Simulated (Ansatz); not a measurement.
# CHAl (singlet): wave-function methods side by side at a displaced geometry (v1), cc-pVDZ

How much of the correlation energy of CHAl (singlet) does each wave-function method recover here?

The runs use Ansatz 0.2.0, Gaussian basis; cc-pVDZ, core rule «outside noble gas», up to 6 orbitals frozen.

The runs, in order: UHF; CCSD(T) on RHF; CCSD(T) on UHF; BCCD(T) on RHF; CISD; CCSDT(Q) on RHF; CCSDT(Q) on UHF.

26 further runs of the same task are left out: 9 for a known fault of the program, 7 that didn't finish, 10 set aside as unsound or not needed.

### 1 The geometry

The geometry is a PBE0/def2-TZVP stationary point (not a proven minimum) with its atoms shifted at random (size 0.040 Å).

3 atoms, charge 0, spin multiplicity 1.

Atoms are counted from 1 here; the program's logs count them from 0.

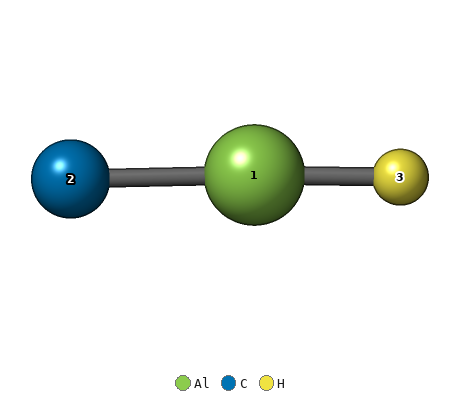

The geometry (aluminium green, carbon blue, hydrogen yellow); atoms are numbered from 1 in the order of the file.

Geometry (Å):

```xyz
3
charge 0, multiplicity 1
Al   -0.0154   -0.0090    0.1324
C    -0.0163   -0.0252   -1.8022
H     0.0317    0.0342    1.6698
```

In the tables R marks a restricted determinant and U an unrestricted one; energies count from the table's Hartree-Fock row.

### 2 UHF

in.yaml

```yaml
crystal:
  periodic: [false, false, false]
  atoms:
    - {symbol: Al, position_ang: [-0.015433, -0.009008, 0.132446]}
    - {symbol: C, position_ang: [-0.016266, -0.025151, -1.802236]}
    - {symbol: H, position_ang: [0.031698, 0.034159, 1.669790]}
basis:
  gaussian: {orbitals: cc-pVDZ}
magnetization: {spin_polarized: true, initial_magnetization: 0}
hamiltonian: {xc: hf}
output: {orbitals: {seedname: orbitals}}
```

The run is started by

```console
$ ansatz run in.yaml --threads 1 --pin off --events-out ev --progress --plain --max-ram 2393MiB
```

Log, cut to the lines that bear on the results:

```text
Functional definition: HF
  name "HF"
  cite "Fock, Z. Phys. 61, 126 (1930) doi:10.1007/BF01340294"
  parent pbe
[...]
357 factors; integrals over basis functions are off by at most 1.1e-3 eV
[...]
mean field -7623.40607940 eV, -280.1550060877 hartree, gradient 4.7e-6 eV, S^2 1.009842; 15 other end points of the search recorded, 0 dependent functions left out
reference -7623.40607940 eV, -280.1550060877 hartree; 10, 10 occupied and 27, 27 virtual orbitals, 357 factors
Total energy: -7623.40607940 eV, -280.1550060877 hartree
```

Wall time 2 s (1 thread of Arm Neoverse V2, shared host).

From the report: ⟨S²⟩ of the determinant 1.010 (pure singlet: 0.00). The determinant is far from a pure spin state, so its energy mixes those of several spin states (harmless only where they are near-degenerate, as at dissociation).

The unrestricted solution breaks the spin symmetry, so the restricted determinant is unstable here.

### 3 CCSD(T) on RHF

in.yaml, as its differences from that of step 2:

```diff
@@ -8,4 +8,3 @@
   gaussian: {orbitals: cc-pVDZ}
-magnetization: {spin_polarized: true, initial_magnetization: 0}
-hamiltonian: {xc: hf}
-output: {orbitals: {seedname: orbitals}}
+magnetization: {spin_polarized: false}
+correlation: {method: ccsd_t, electrons: outside_noble_gas}
```

The command is unchanged.

Log, cut to the lines that bear on the results:

```text
Functional definition: HF
  name "HF"
  cite "Fock, Z. Phys. 61, 126 (1930) doi:10.1007/BF01340294"
  parent pbe
[...]
357 factors; integrals over basis functions are off by at most 1.1e-3 eV
[...]
mean field -7622.27693585 eV, -280.1135108278 hartree, gradient 6.0e-12 eV, S^2 0.000000; 10 other end points of the search recorded, 0 dependent functions left out; unrestricted orbitals would lower it
[...]
determinant -7622.27693585 eV, -280.1135108278 hartree, with singles and doubles -7627.66808551 eV, -280.3116319233 hartree
determinant -7622.27648493 eV, -280.1134942565 hartree, with singles and doubles -7627.66785480 eV, -280.3116234450 hartree
determinant -7619.10677599 eV, -279.9970096015 hartree, with singles and doubles -7625.21477236 eV, -280.2214743280 hartree
determinant -7622.27693585 eV, -280.1135108278 hartree, with singles and doubles -7627.67224973 eV, -280.3117849555 hartree
determinant -7622.27648493 eV, -280.1134942565 hartree, with singles and doubles -7627.67206675 eV, -280.3117782312 hartree
unrestricted determinant -7623.40604664 eV, -280.1550048838 hartree, S^2 1.0096
6 core orbitals not correlated: weight in the atoms' cores, before any rotation towards them, 1.000 or more for the frozen orbitals, at most 0.000 for the correlated occupied ones
reference -7622.27693585 eV, -280.1135108278 hartree; 4, 4 occupied and 27, 27 virtual orbitals, 357 factors
second order -4.44094040 eV of doubles, -0.00000000 eV of singles
cycle   1  -5.39531572 eV  change   -1.8e-6 eV  update   3.1e-6
perturbative correction -0.27688219 eV, -0.0101752329 hartree
Total energy: -7627.94913377 eV, -280.3219602564 hartree
```

Run time: 1.4 s. Hardware: 1 thread of Arm Neoverse V2, shared host.

From the report: correlation -5.6722 eV; T1 0.030; largest double amplitude 0.13.

### 4 CCSD(T) on UHF

in.yaml, as its differences from that of step 3:

```diff
@@ -8,3 +8,3 @@
   gaussian: {orbitals: cc-pVDZ}
-magnetization: {spin_polarized: false}
+magnetization: {spin_polarized: true, initial_magnetization: 0}
 correlation: {method: ccsd_t, electrons: outside_noble_gas}
```

The command is unchanged.

Log, cut to the lines that bear on the results:

```text
Functional definition: HF
  name "HF"
  cite "Fock, Z. Phys. 61, 126 (1930) doi:10.1007/BF01340294"
  parent pbe
[...]
357 factors; integrals over basis functions are off by at most 1.1e-3 eV
[...]
mean field -7623.40607941 eV, -280.1550060881 hartree, gradient 9.6e-10 eV, S^2 1.009842; 48 other end points of the search recorded, 0 dependent functions left out
determinant -7623.40607941 eV, -280.1550060881 hartree, with singles and doubles -7628.25759109 eV, -280.3332958539 hartree
determinant -7623.40606278 eV, -280.1550054770 hartree, with singles and doubles -7628.25759966 eV, -280.3332961686 hartree
determinant -7623.40605220 eV, -280.1550050883 hartree, with singles and doubles -7628.25760565 eV, -280.3332963889 hartree
determinant -7622.97189180 eV, -280.1390499877 hartree, with singles and doubles -7627.64817434 eV, -280.3109002013 hartree
[...]
determinant -7623.40607941 eV, -280.1550060881 hartree, with singles and doubles -7628.27689159 eV, -280.3340051340 hartree
determinant -7623.40606278 eV, -280.1550054770 hartree, with singles and doubles -7628.27689088 eV, -280.3340051079 hartree
determinant -7623.40605220 eV, -280.1550050883 hartree, with singles and doubles -7628.27689288 eV, -280.3340051816 hartree
[...]
6 core orbitals not correlated: weight in the atoms' cores, before any rotation towards them, 1.000 or more for the frozen orbitals, at most 0.000 for the correlated occupied ones
reference -7623.40607941 eV, -280.1550060881 hartree; 4, 4 occupied and 27, 27 virtual orbitals, 357 factors
second order -3.97295152 eV of doubles, -0.00000000 eV of singles
cycle   1  -4.87081108 eV  change    1.1e-6 eV  update   3.4e-6
perturbative correction -0.27455972 eV, -0.0100898837 hartree
WARN: the results are in doubt because among natural orbitals full CI differs from the method by +0.665 eV
Total energy: -7628.55145021 eV, -280.3440949775 hartree
In doubt: among natural orbitals full CI differs from the method by +0.665 eV
```

Wall time 19 s (1 thread of Arm Neoverse V2, shared host).

From the report: ⟨S²⟩ of the determinant 1.010 (pure singlet: 0.00); correlation -5.1454 eV; T1 0.035; largest double amplitude 0.07. The determinant is far from a pure spin state, so its energy mixes those of several spin states (harmless only where they are near-degenerate, as at dissociation). Mind the lines of doubt at the end of the log.

### 5 BCCD(T) on RHF

in.yaml, as its differences from that of step 4:

```diff
@@ -8,3 +8,3 @@
   gaussian: {orbitals: cc-pVDZ}
-magnetization: {spin_polarized: true, initial_magnetization: 0}
-correlation: {method: ccsd_t, electrons: outside_noble_gas}
+magnetization: {spin_polarized: false}
+correlation: {method: bccd_t, electrons: outside_noble_gas}
```

Launched as before.

Log, cut to the lines that bear on the results:

```text
Functional definition: HF
  name "HF"
  cite "Fock, Z. Phys. 61, 126 (1930) doi:10.1007/BF01340294"
  parent pbe
[...]
357 factors; integrals over basis functions are off by at most 1.1e-3 eV
[...]
mean field -7622.27693585 eV, -280.1135108278 hartree, gradient 6.0e-12 eV, S^2 0.000000; 10 other end points of the search recorded, 0 dependent functions left out; unrestricted orbitals would lower it
[...]
determinant -7622.27693585 eV, -280.1135108278 hartree, with singles and doubles -7627.66808551 eV, -280.3116319233 hartree
determinant -7622.27648493 eV, -280.1134942565 hartree, with singles and doubles -7627.66785480 eV, -280.3116234450 hartree
determinant -7619.10677599 eV, -279.9970096015 hartree, with singles and doubles -7625.21477236 eV, -280.2214743280 hartree
determinant -7622.27693585 eV, -280.1135108278 hartree, with singles and doubles -7627.67224973 eV, -280.3117849555 hartree
determinant -7622.27648493 eV, -280.1134942565 hartree, with singles and doubles -7627.67206675 eV, -280.3117782312 hartree
unrestricted determinant -7623.40604664 eV, -280.1550048838 hartree, S^2 1.0096
6 core orbitals not correlated: weight in the atoms' cores, before any rotation towards them, 1.000 or more for the frozen orbitals, at most 0.000 for the correlated occupied ones
reference -7622.27693585 eV, -280.1135108278 hartree; 4, 4 occupied and 27, 27 virtual orbitals, 357 factors
second order -4.44094040 eV of doubles, -0.00000000 eV of singles
cycle   1  -5.36616314 eV  change    2.9e-2 eV  update   2.3e-2
[...]
cycle  10  -5.37059917 eV  change    2.3e-6 eV  update   7.5e-6
perturbative correction -0.29464116 eV, -0.0108278629 hartree
Total energy: -7627.94217618 eV, -280.3217045697 hartree
```

Wall time 1.5 s (1 thread of Arm Neoverse V2, shared host).

From the report: correlation -5.6652 eV; largest double amplitude 0.13.

### 6 CISD

in.yaml, as its differences from that of step 5:

```diff
@@ -8,3 +8,2 @@
   gaussian: {orbitals: cc-pVDZ}
-magnetization: {spin_polarized: false}
-correlation: {method: bccd_t, electrons: outside_noble_gas}
+correlation: {active_space: {ras: {orbitals: [4, 0, 27], electrons: 8, max_holes: 2, max_particles: 2}, fixed_orbitals: true}}
```

Same command.

Log, cut to the lines that bear on the results:

```text
Functional definition: HF
  name "HF"
  cite "Fock, Z. Phys. 61, 126 (1930) doi:10.1007/BF01340294"
  parent pbe
[...]
357 factors; integrals over basis functions are off by at most 1.1e-3 eV
[...]
mean field -7622.27693585 eV, -280.1135108278 hartree, gradient 6.0e-12 eV, S^2 0.000000; 9 other end points of the search recorded, 0 dependent functions left out
reference -7622.27693585 eV, -280.1135108278 hartree; 10, 10 occupied and 27, 27 virtual orbitals, 357 factors
state -7627.23073917 eV, -280.2955597419 hartree
Total energy: -7627.23073917 eV, -280.2955597419 hartree
```

Wall time 1.1 s (1 thread of Arm Neoverse V2, shared host).

From the report: 8,893 determinants.

### 7 CCSDT(Q) on RHF

in.yaml, as its differences from that of step 6:

```diff
@@ -8,2 +8,3 @@
   gaussian: {orbitals: cc-pVDZ}
-correlation: {active_space: {ras: {orbitals: [4, 0, 27], electrons: 8, max_holes: 2, max_particles: 2}, fixed_orbitals: true}}
+magnetization: {spin_polarized: false}
+correlation: {method: ccsdt_q, electrons: outside_noble_gas}
```

The command is unchanged.

Log, cut to the lines that bear on the results:

```text
Functional definition: HF
  name "HF"
  cite "Fock, Z. Phys. 61, 126 (1930) doi:10.1007/BF01340294"
  parent pbe
[...]
663 factors; integrals over basis functions are off by at most 2.0e-7 eV
[...]
mean field -7622.27697371 eV, -280.1135122189 hartree, gradient 2.2e-10 eV, S^2 0.000000; 10 other end points of the search recorded, 0 dependent functions left out; unrestricted orbitals would lower it
[...]
determinant -7622.27697371 eV, -280.1135122189 hartree, with singles and doubles -7627.66813561 eV, -280.3116337646 hartree
determinant -7622.27652286 eV, -280.1134956505 hartree, with singles and doubles -7627.66790534 eV, -280.3116253021 hartree
determinant -7619.10682184 eV, -279.9970112866 hartree, with singles and doubles -7625.21484647 eV, -280.2214770515 hartree
determinant -7622.27697371 eV, -280.1135122189 hartree, with singles and doubles -7627.67230076 eV, -280.3117868311 hartree
determinant -7622.27652286 eV, -280.1134956505 hartree, with singles and doubles -7627.67211774 eV, -280.3117801053 hartree
unrestricted determinant -7623.40609223 eV, -280.1550065591 hartree, S^2 1.0096
6 core orbitals not correlated: weight in the atoms' cores, before any rotation towards them, 1.000 or more for the frozen orbitals, at most 0.000 for the correlated occupied ones
reference -7622.27697371 eV, -280.1135122189 hartree; 4, 4 occupied and 27, 27 virtual orbitals, 663 factors
second order -4.44098145 eV of doubles, -0.00000000 eV of singles
cycle   1  -4.95744124 eV  change   -5.2e-1 eV  update   1.2e-1
[...]
cycle  40  -5.76167701 eV  change    2.5e-7 eV  update   4.4e-7
perturbative correction -0.08731239 eV, -0.0032086711 hartree
Total energy: -7628.12596311 eV, -280.3284586149 hartree
```

Run time: 4 s. Hardware: 1 thread of Arm Neoverse V2, shared host.

From the report: correlation -5.8490 eV; T1 0.031; largest double amplitude 0.41.

### 8 CCSDT(Q) on UHF

in.yaml, as its differences from that of step 7:

```diff
@@ -8,3 +8,3 @@
   gaussian: {orbitals: cc-pVDZ}
-magnetization: {spin_polarized: false}
+magnetization: {spin_polarized: true, initial_magnetization: 0}
 correlation: {method: ccsdt_q, electrons: outside_noble_gas}
```

Launched as before.

Log, cut to the lines that bear on the results:

```text
Functional definition: HF
  name "HF"
  cite "Fock, Z. Phys. 61, 126 (1930) doi:10.1007/BF01340294"
  parent pbe
[...]
663 factors; integrals over basis functions are off by at most 2.0e-7 eV
[...]
mean field -7623.40612524 eV, -280.1550077721 hartree, gradient 9.6e-10 eV, S^2 1.009843; 49 other end points of the search recorded, 0 dependent functions left out
determinant -7623.40612524 eV, -280.1550077721 hartree, with singles and doubles -7628.25764439 eV, -280.3332978125 hartree
determinant -7623.40610870 eV, -280.1550071645 hartree, with singles and doubles -7628.25765243 eV, -280.3332981080 hartree
determinant -7623.40609803 eV, -280.1550067723 hartree, with singles and doubles -7628.25765877 eV, -280.3332983411 hartree
determinant -7622.97193763 eV, -280.1390516718 hartree, with singles and doubles -7627.64822293 eV, -280.3109019869 hartree
[...]
determinant -7623.40610870 eV, -280.1550071645 hartree, with singles and doubles -7628.27694368 eV, -280.3340070483 hartree
determinant -7623.40609803 eV, -280.1550067723 hartree, with singles and doubles -7628.27694671 eV, -280.3340071597 hartree
[...]
6 core orbitals not correlated: weight in the atoms' cores, before any rotation towards them, 1.000 or more for the frozen orbitals, at most 0.000 for the correlated occupied ones
reference -7623.40612524 eV, -280.1550077721 hartree; 4, 4 occupied and 27, 27 virtual orbitals, 663 factors
second order -3.97297639 eV of doubles, -0.00000000 eV of singles
cycle   1  -4.49001810 eV  change   -5.2e-1 eV  update   1.1e-1
[...]
cycle   7  -5.39876964 eV  change   -1.6e-7 eV  update   4.6e-8
perturbative correction -0.10998425 eV, -0.0040418466 hartree
WARN: the results are in doubt because among natural orbitals full CI differs from the method by +0.868 eV
Total energy: -7628.91487913 eV, -280.3574507436 hartree
In doubt: among natural orbitals full CI differs from the method by +0.868 eV
```

Wall time 44 s (1 thread of Arm Neoverse V2, shared host).

From the report: ⟨S²⟩ of the determinant 1.010 (pure singlet: 0.00); correlation -5.5088 eV; T1 0.032; largest double amplitude 0.33. The determinant is far from a pure spin state, so its energy mixes those of several spin states (harmless only where they are near-degenerate, as at dissociation). The program marks this result as in doubt; its last lines say why.

### 9 The ladder

No level here is safe as a reference; RCCSDT(Q) serves as a yardstick only. Rows without a time come out of other runs: HF, MP2 and CCSD of CCSD(T), CCSDT of CCSDT(Q).

Differences are taken before rounding.

```csv
method,energy from the lowest RHF (kJ/mol),from RCCSDT(Q) (kJ/mol),time
RHF,0.0,+564.3,
UHF,-108.9,+455.4,
RMP2,-428.5,+135.9,
UMP2,-492.3,+72.1,
CISD,-478.0,+86.4,1.1 s
RCCSD,-520.6,+43.8,
UCCSD,-578.9,-14.6,
RCCSD(T),-547.3,+17.1,1.4 s
UCCSD(T),-605.4,-41.1,19 s
BCCD(T),-546.6,+17.7,1.5 s
RCCSDT,-555.9,+8.4,
UCCSDT,-629.9,-65.5,
RCCSDT(Q),-564.3,0,4 s
UCCSDT(Q),-640.5,-76.1,44 s
```

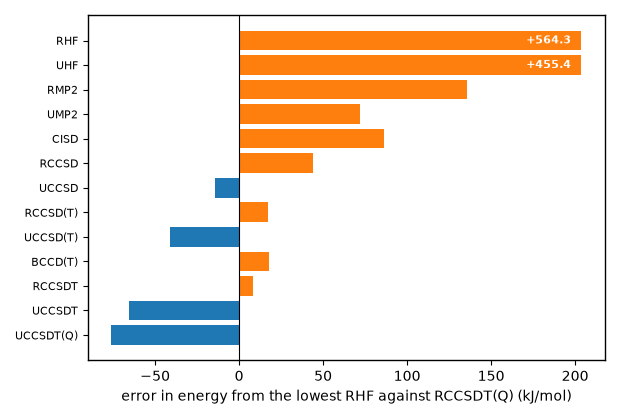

Deviations from RCCSDT(Q), method by method. Bars with a number in them are cut short.

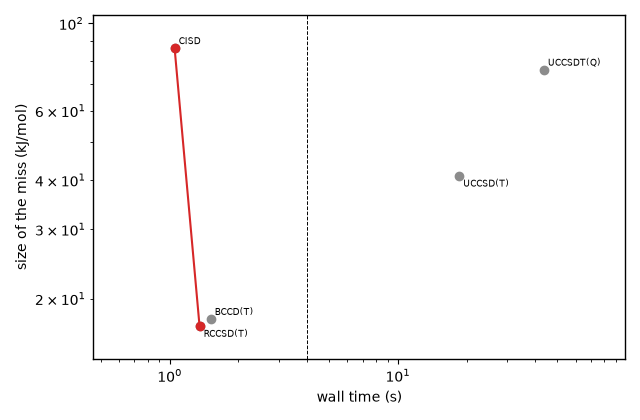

Accuracy for the time spent; red marks the levels that beat every quicker one drawn (of those quicker than the yardstick), and the dashed line is the time of RCCSDT(Q). Times are from a shared host.

The program flags UCCSD(T), UCCSDT(Q) as in doubt (see the logs), so those rows may rest on another solution; read them beside their warnings.

### 10 What came out

```
                      quantity          value
RCCSDT(Q) below the RHF energy     -5.8490 eV
           RMP2 from RCCSDT(Q)  +135.9 kJ/mol
           UMP2 from RCCSDT(Q)   +72.1 kJ/mol
          RCCSD from RCCSDT(Q)   +43.8 kJ/mol
       RCCSD(T) from RCCSDT(Q)   +17.1 kJ/mol
       UCCSD(T) from RCCSDT(Q)   -41.1 kJ/mol
      UCCSDT(Q) from RCCSDT(Q)   -76.1 kJ/mol
                 T1 diagnostic          0.030
```

RCCSD(T) misses by +17.1 kJ/mol, 3.0 % of the correlation energy. CCSD(T) misses by +17.1 kJ/mol on the restricted determinant and by -41.1 kJ/mol on the unrestricted one; the two need not hold the same state or core. Warnings: restricted reference is unstable; spin contamination; large T1 diagnostic.
